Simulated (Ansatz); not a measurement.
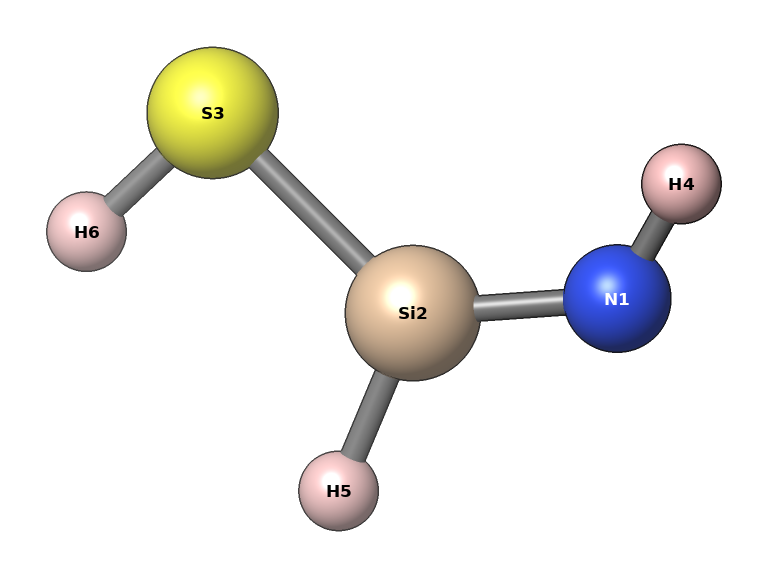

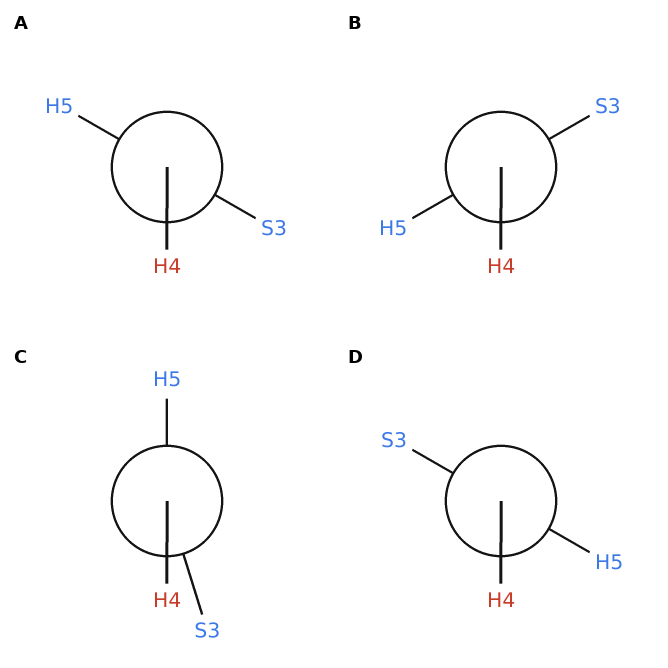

Depth is shown by fading: the farther an atom, the more it takes the colour of the background. Bonds that would overlap in a projection are set slightly apart. The computed structure is the end point of a PBE0-D4/def2-TZVP optimisation. No frequency run is at hand to confirm it as a minimum.

### Which Newman projection shows the view along N1–Si2, with N1 in front?

C. The torsion angle H4–N1–Si2–S3 is 0°, synperiplanar (eclipsed).
